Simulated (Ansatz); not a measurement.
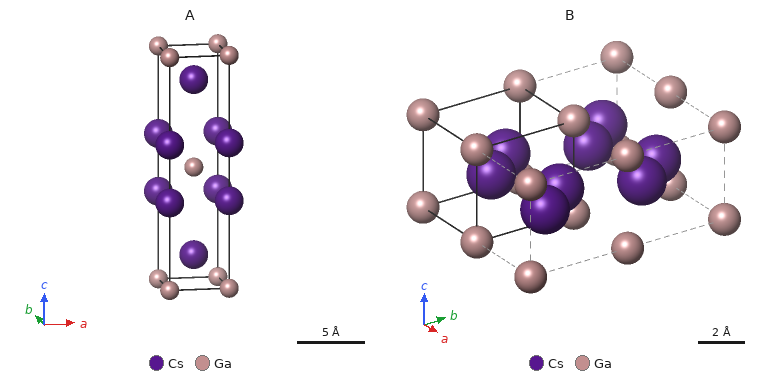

Two structures of Cs2Ga, each relaxed to rest (conventional cells in solid outline, small ones repeated, not to one scale). Method: Ansatz, DFT PBE, scalar-relativistic, plane waves, PAW, without spin polarisation.

State the structure in each panel.

A: 6 atoms a cell on a body-centred tetragonal lattice, I4/mmm. B: AlB₂ type, P6/mmm.

What is the energy order of the two?

A is lower, by 149 meV/atom at this level of theory (energies at zero smearing). Volumes: A 61.5, B 52.9 Å³/atom.

One or both may be structure types tried for this composition rather than known phases.
